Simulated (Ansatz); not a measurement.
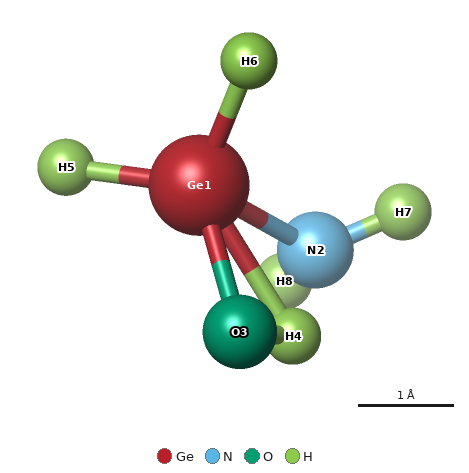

Fig. 1: The input geometry (ball-and-stick view, seen at a tilt; atoms are numbered from 1 in the order of the input). Sticks mark near contacts. Bond lengths as drawn: Ge–H 1.54 to 1.87 Å, Ge–N 1.90 Å, Ge–O 1.76 Å, H–N 1.01 Å and H–O 0.99 Å.

**Geometry relaxation, with input and output: GeNH$_{5}$O (part 1 of 2)**

- system: GeNH$_{5}$O
- method: RKS PBE0-D4/def2-TZVP (Ansatz 0.2.0)

The geometry is a transition state displaced along its imaginary mode. The reaction was set up to form N2–H4 and to break Ge1–N2 and O3–H4 (atoms counted from 1 in the order of the input); sticks are drawn by distance alone. Figures and captions count atoms from 1; the log counts them from 0 in places.

Input file
```yaml
crystal:
  periodic: [false, false, false]
  atoms:
    - {symbol: Ge, position_ang: [-0.873872, 0.202697, 0.183705]}
    - {symbol: N, position_ang: [1.005123, -0.045895, 0.064397]}
    - {symbol: O, position_ang: [-0.750886, -0.790239, -1.262421]}
    - {symbol: H, position_ang: [0.211832, -0.719316, -1.031624]}
    - {symbol: H, position_ang: [-1.244546, 1.694985, 0.055401]}
    - {symbol: H, position_ang: [-1.432324, -0.410228, 1.484928]}
    - {symbol: H, position_ang: [1.481153, -0.651578, 0.718232]}
    - {symbol: H, position_ang: [1.603519, 0.719673, -0.212717]}
basis:
  gaussian: {orbitals: def2-TZVP}
hamiltonian: {xc: pbe0, dispersion: d4}
relax: {f_tol: 0.005, max_steps: 200}
```

Hardware: 4 threads of Arm Neoverse V1, 23 GiB of memory available, shared host.

Command:
```bash
ansatz run in.yaml --threads 4 --pin off --events-out ev --progress --plain --max-ram 9574MiB
```

What the program printed
```
Functional definition: PBE0
  name "PBE0"
  cite "Adamo & Barone, J. Chem. Phys. 110, 6158 (1999) doi:10.1063/1.478522"
  cite "Perdew, Burke & Ernzerhof, Phys. Rev. Lett. 77, 3865 (1996) doi:10.1103/PhysRevLett.77.3865"
  parent pbe
  parameter a = 0.25
  parameter kappa = 0.804
  parameter beta = 0.06672455060314922
  exchange = (1 - a)*pbe_x(kappa = kappa, mu = beta*pi^2/3) + a*exact_x
  correlation = pbe_c(beta = beta)
927 factors; their error is unknown
mean field evaluation 1: about -60116.6144 eV, gradient 7.7e1 eV
mean field evaluation 2: about -60087.6286 eV, gradient 1.4e2 eV
mean field evaluation 4: about -60126.4279 eV, gradient 1.2e1 eV
mean field evaluation 8: about -60126.6854 eV, gradient 2.6e-1 eV
mean field evaluation 16: about -60126.9595 eV, gradient 9.8e-5 eV
mean field -60126.95947704 eV, -2209.6250052643 hartree, gradient 2.2e-5 eV, S^2 0.000000; 0 other end points of the search recorded, 0 dependent functions left out
the calculation of the forces begins
reference -60126.95950293 eV, -2209.6250062158 hartree; 26, 26 occupied and 114, 114 virtual orbitals, 927 factors
relax step   1: F+E_penalty+E_count = -60127.05861563 eV  Δ(F+E_penalty+E_count) = +0.000e0 eV  max|allowed force component| = 2.164e0 eV/Å  Δτ_max = 0.0000 Å  (27 SCF iters, accepted)
these checks for a lower state are left out or cut short: starts, cluster_reference, orbital_swaps, neighbouring_geometries, increment
927 factors; their error is unknown
mean field -60127.40974252 eV, -2209.6415522154 hartree, gradient 2.2e-5 eV, S^2 0.000000; 0 other end points of the search recorded, 0 dependent functions left out
[... from here on the field's lines of each further geometry are left out, up to the last ...]
relax step   2: F+E_penalty+E_count = -60127.50828253 eV  Δ(F+E_penalty+E_count) = -4.497e-1 eV  max|allowed force component| = 1.408e0 eV/Å  Δτ_max = 0.1618 Å  (29 SCF iters, accepted)
relax step   3: F+E_penalty+E_count = -60127.75288750 eV  Δ(F+E_penalty+E_count) = -2.446e-1 eV  max|allowed force component| = 1.759e0 eV/Å  Δτ_max = 0.2000 Å  (30 SCF iters, accepted)
relax step   4: F+E_penalty+E_count = -60128.00632188 eV  Δ(F+E_penalty+E_count) = -2.534e-1 eV  max|allowed force component| = 1.538e0 eV/Å  Δτ_max = 0.1922 Å  (30 SCF iters, accepted)
relax step   5: F+E_penalty+E_count = -60128.15221435 eV  Δ(F+E_penalty+E_count) = -1.459e-1 eV  max|allowed force component| = 3.619e-1 eV/Å  Δτ_max = 0.2000 Å  (28 SCF iters, accepted)
relax step   6: F+E_penalty+E_count = -60128.19269081 eV  Δ(F+E_penalty+E_count) = -4.048e-2 eV  max|allowed force component| = 3.134e-1 eV/Å  Δτ_max = 0.1985 Å  (29 SCF iters, accepted)
relax step   7: F+E_penalty+E_count = -60128.19118125 eV  Δ(F+E_penalty+E_count) = +1.510e-3 eV  max|allowed force component| = 4.665e-1 eV/Å  Δτ_max = 0.0423 Å  (30 SCF iters, rejected (line search))
relax step   8: F+E_penalty+E_count = -60128.19835443 eV  Δ(F+E_penalty+E_count) = -5.664e-3 eV  max|allowed force component| = 5.790e-2 eV/Å  Δτ_max = 0.0205 Å  (30 SCF iters, accepted)
relax step   9: F+E_penalty+E_count = -60128.19877937 eV  Δ(F+E_penalty+E_count) = -4.249e-4 eV  max|allowed force component| = 1.809e-2 eV/Å  Δτ_max = 0.0159 Å  (30 SCF iters, accepted)
relax step  10: F+E_penalty+E_count = -60128.19881540 eV  Δ(F+E_penalty+E_count) = -3.603e-5 eV  max|allowed force component| = 7.489e-3 eV/Å  Δτ_max = 0.0042 Å  (32 SCF iters, accepted)
relax step  11: F+E_penalty+E_count = -60128.19881724 eV  Δ(F+E_penalty+E_count) = -1.839e-6 eV  max|allowed force component| = 2.231e-3 eV/Å  Δτ_max = 0.0003 Å  (19 SCF iters, accepted)
relax step  12: F+E_penalty+E_count = -60128.19894383 eV  Δ(F+E_penalty+E_count) = -1.266e-4 eV  max|allowed force component| = 2.569e-2 eV/Å  Δτ_max = 0.0206 Å  (30 SCF iters, accepted)
relax step  13: F+E_penalty+E_count = -60128.19900116 eV  Δ(F+E_penalty+E_count) = -5.733e-5 eV  max|allowed force component| = 5.346e-3 eV/Å  Δτ_max = 0.0033 Å  (31 SCF iters, accepted)
relax step  14: F+E_penalty+E_count = -60128.19955083 eV  Δ(F+E_penalty+E_count) = -5.497e-4 eV  max|allowed force component| = 3.275e-2 eV/Å  Δτ_max = 0.0277 Å  (30 SCF iters, accepted)
relax step  15: F+E_penalty+E_count = -60128.19956612 eV  Δ(F+E_penalty+E_count) = -1.529e-5 eV  max|allowed force component| = 3.663e-1 eV/Å  Δτ_max = 0.0705 Å  (29 SCF iters, accepted)
relax step  16: F+E_penalty+E_count = -60128.05594366 eV  Δ(F+E_penalty+E_count) = +1.436e-1 eV  max|allowed force component| = 2.395e0 eV/Å  Δτ_max = 0.1986 Å  (35 SCF iters, rejected (line search))
relax step  17: F+E_penalty+E_count = -60128.20708618 eV  Δ(F+E_penalty+E_count) = -7.520e-3 eV  max|allowed force component| = 2.018e-1 eV/Å  Δτ_max = 0.0735 Å  (29 SCF iters, accepted)
relax step  18: F+E_penalty+E_count = -60128.21411314 eV  Δ(F+E_penalty+E_count) = -7.027e-3 eV  max|allowed force component| = 1.371e-1 eV/Å  Δτ_max = 0.1000 Å  (29 SCF iters, accepted)
relax step  19: F+E_penalty+E_count = -60128.20979973 eV  Δ(F+E_penalty+E_count) = +4.313e-3 eV  max|allowed force component| = 5.650e-1 eV/Å  Δτ_max = 0.0733 Å  (29 SCF iters, rejected (line search))
relax step  20: F+E_penalty+E_count = -60128.21586390 eV  Δ(F+E_penalty+E_count) = -1.751e-3 eV  max|allowed force component| = 9.391e-2 eV/Å  Δτ_max = 0.0367 Å  (29 SCF iters, accepted)
relax step  21: F+E_penalty+E_count = -60128.21725120 eV  Δ(F+E_penalty+E_count) = -1.387e-3 eV  max|allowed force component| = 3.988e-2 eV/Å  Δτ_max = 0.0749 Å  (29 SCF iters, accepted)
relax step  22: F+E_penalty+E_count = -60128.21716422 eV  Δ(F+E_penalty+E_count) = +8.698e-5 eV  max|allowed force component| = 7.302e-2 eV/Å  Δτ_max = 0.0372 Å  (30 SCF iters, rejected (line search))
relax step  23: F+E_penalty+E_count = -60128.21777124 eV  Δ(F+E_penalty+E_count) = -5.200e-4 eV  max|allowed force component| = 7.152e-3 eV/Å  Δτ_max = 0.0186 Å  (30 SCF iters, accepted)
relax step  24: F+E_penalty+E_count = -60128.21778684 eV  Δ(F+E_penalty+E_count) = -1.560e-5 eV  max|allowed force component| = 1.499e-2 eV/Å  Δτ_max = 0.0237 Å  (30 SCF iters, accepted)
relax step  25: F+E_penalty+E_count = -60128.21782910 eV  Δ(F+E_penalty+E_count) = -4.226e-5 eV  max|allowed force component| = 7.176e-3 eV/Å  Δτ_max = 0.0066 Å  (31 SCF iters, accepted)
the calculation of the forces begins
reference -60128.12034288 eV, -2209.6676662971 hartree; 26, 26 occupied and 114, 114 virtual orbitals, 927 factors
relax step  26: F+E_penalty+E_count = -60128.21783379 eV  Δ(F+E_penalty+E_count) = -4.691e-6 eV  max|allowed force component| = 1.286e-3 eV/Å  Δτ_max = 0.0018 Å  (32 SCF iters, accepted)
927 factors; their error is unknown
mean field evaluation 192: about -60127.8455 eV, gradient 2.7e-1 eV
```

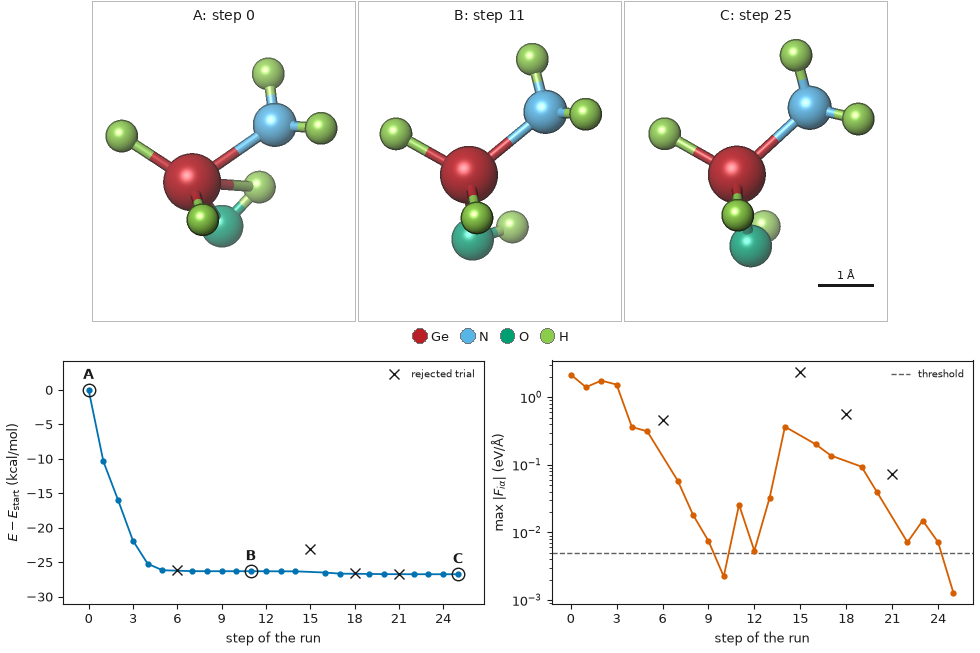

Fig. 2: Frames of the relaxation (ball-and-stick view, seen at a tilt) above the curves, on which the letters mark them (the first geometry is step 0 here and step 1 in the log).

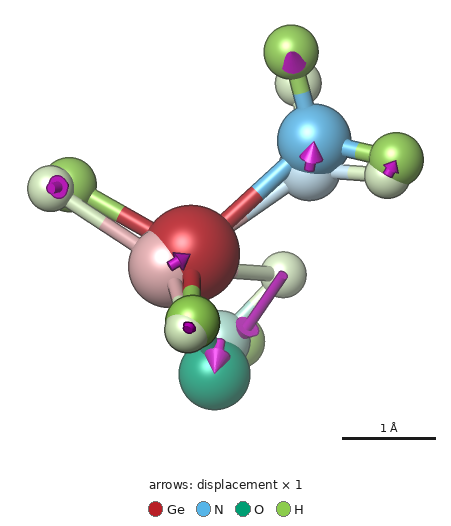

Fig. 3: Start (faint) and end (solid) with the displacements as pink arrows, at true length (ball-and-stick view, seen at a tilt). The two geometries are laid on each other by the best rigid fit. After 25 geometry steps the energy has fallen by 26.7 kcal/mol. Largest force component: 2.2 eV/Å at the start, 0.0013 eV/Å at the end. The line search rejected the trial steps at points 6, 15, 18, 21 (counted from 0) and went back. The atom that moves furthest after the best rigid fit is H4 (1.11 Å). By element the largest moves are H 1.11 Å, O 0.43 Å, N 0.35 Å, Ge 0.28 Å. Distances before and after: Ge1–H4 1.872 → 2.302 Å, Ge1–N2 1.899 → 1.830 Å, O3–H4 0.993 → 0.961 Å, Ge1–O3 1.759 → 1.778 Å. Among the angles that change: Ge1–O3–H4 80.6° → 110.9°, N2–Ge1–O3 78.8° → 107.2°, O3–Ge1–H6 119.6° → 102.9°. (Atoms are counted from 1 in the order of the input.)

```
mean field -60128.12031570 eV, -2209.6676652984 hartree, gradient 5.8e-5 eV, S^2 0.000000; 1 other end points of the search recorded, 0 dependent functions left out
the calculation of the forces begins
reference -60128.12034288 eV, -2209.6676662971 hartree; 26, 26 occupied and 114, 114 virtual orbitals, 927 factors
Total energy: -60128.21786097 eV, -2209.6712500206 hartree
Atom 0 at    -0.606604     0.149411     0.165763 Å, force     0.000005     0.000096     0.000141 eV/Å
Atom 1 at     1.220938     0.161663     0.264031 Å, force    -0.001286    -0.000174    -0.001129 eV/Å
Atom 2 at    -1.059197    -1.036492    -1.078847 Å, force     0.000040     0.000105     0.000062 eV/Å
Atom 3 at    -0.479201    -0.969994    -1.841740 Å, force    -0.000094     0.000245     0.000079 eV/Å
Atom 4 at    -1.021708     1.578190    -0.232517 Å, force    -0.000027    -0.000440    -0.000043 eV/Å
Atom 5 at    -1.341893    -0.364804     1.413618 Å, force     0.000305     0.000123    -0.000335 eV/Å
Atom 6 at     1.648643    -0.568435     0.814182 Å, force     0.000585    -0.000467     0.000916 eV/Å
Atom 7 at     1.639021     1.050559     0.495411 Å, force     0.000473     0.000512     0.000308 eV/Å
Dipole moment:     0.333445     0.247753     0.187418 e Å
```

Trajectory as extended XYZ (Å, eV, eV/Å), 26 frames, from step=1 to step=26
```
8
Properties=species:S:1:pos:R:3:forces:R:3 step=1 energy=-60127.05862
Ge   -0.8739    0.2027    0.1837    0.7089   0.2620   0.4784
N     1.0051   -0.0459    0.0644    0.9630   0.7811   1.2765
O    -0.7509   -0.7902   -1.2624   -2.1640  -0.2138  -0.5990
H     0.2118   -0.7193   -1.0316    0.6097  -0.9237  -1.2804
H    -1.2445    1.6950    0.0554   -0.0740  -0.1489  -0.1376
H    -1.4323   -0.4102    1.4849   -0.0665  -0.0645  -0.1948
H     1.4812   -0.6516    0.7182    0.0185   0.2318   0.1755
H     1.6035    0.7197   -0.2127    0.0045   0.0761   0.2812
8
Properties=species:S:1:pos:R:3:forces:R:3 step=2 energy=-60127.50828
Ge   -0.8022    0.2022    0.1923    0.1991   0.0543   0.1058
N     1.0649   -0.0493    0.0672    0.3599   0.5468   0.8528
O    -0.8963   -0.7885   -1.2790    0.9194   0.2576   0.5003
H     0.1231   -0.7899   -1.1471   -1.2946  -0.8403  -1.4077
H    -1.2235    1.6726    0.0257    0.0338  -0.0289  -0.0366
H    -1.4113   -0.4322    1.4549    0.0339  -0.0276  -0.0375
H     1.5120   -0.5871    0.8045   -0.1125   0.1665  -0.0886
H     1.6333    0.7723   -0.1185   -0.1389  -0.1284   0.1116
8
Properties=species:S:1:pos:R:3:forces:R:3 step=3 energy=-60127.75289
Ge   -0.7758    0.2140    0.2132    0.1844  -0.0303  -0.0202
N     1.0524   -0.0125    0.1197   -0.1522   0.1648   0.2225
O    -0.9060   -0.7728   -1.2572    0.7114  -0.2522  -0.2780
H     0.0959   -0.8995   -1.3122   -1.7588  -0.0182  -0.2578
H    -1.1816    1.7101    0.0039    0.0090  -0.4732   0.0983
H    -1.3762   -0.4710    1.4849    0.0745   0.2608  -0.4002
H     1.4859   -0.5539    0.8285    0.4167  -0.3777   0.6922
H     1.6054    0.7857   -0.0809    0.5151   0.7259  -0.0569
8
Properties=species:S:1:pos:R:3:forces:R:3 step=4 energy=-60128.00632
Ge   -0.7323    0.2025    0.2020    0.1087  -0.0684  -0.0863
N     1.0921    0.0217    0.1753    0.5326   0.2120   0.3820
O    -0.9815   -0.7731   -1.2674    0.9686  -0.2460  -0.2352
H    -0.0190   -0.9789   -1.4442   -1.5378   0.1668   0.0438
H    -1.1709    1.6750    0.0040    0.0139  -0.2188   0.0066
H    -1.3613   -0.4595    1.4534    0.0408   0.0835  -0.1987
H     1.5250   -0.5318    0.9055   -0.0451   0.2399  -0.0948
H     1.6478    0.8442   -0.0286   -0.0816  -0.1690   0.1827
8
Properties=species:S:1:pos:R:3:forces:R:3 step=5 energy=-60128.15221
Ge   -0.6717    0.1824    0.1803   -0.3143   0.0431   0.0220
N     1.1433    0.0530    0.2283    0.2541   0.0301   0.0784
O    -1.0530   -0.7723   -1.2756   -0.3313   0.1815   0.2240
H    -0.1765   -1.0382   -1.5523    0.2337  -0.2666  -0.3619
H    -1.1426    1.6357   -0.0197    0.0433  -0.0452  -0.0220
H    -1.3305   -0.4706    1.4106    0.0465  -0.0093  -0.0464
H     1.5545   -0.4788    0.9784    0.0352   0.0461   0.0441
H     1.6765    0.8888    0.0499    0.0329   0.0201   0.0619
8
Properties=species:S:1:pos:R:3:forces:R:3 step=6 energy=-60128.19269
Ge   -0.6521    0.1751    0.1722    0.3134  -0.0480  -0.0293
N     1.1811    0.0777    0.2695   -0.1155   0.0213   0.0157
O    -1.0948   -0.7652   -1.2707    0.0951  -0.1277  -0.1756
H    -0.2971   -1.1192   -1.6875   -0.2400   0.1541   0.1955
H    -1.1095    1.6296   -0.0439   -0.0054  -0.0519   0.0060
H    -1.2990   -0.4948    1.3987    0.0014   0.0250  -0.0462
H     1.5748   -0.4344    1.0444   -0.0215   0.0480  -0.0063
H     1.6966    0.9313    0.1172   -0.0276  -0.0207   0.0403
```
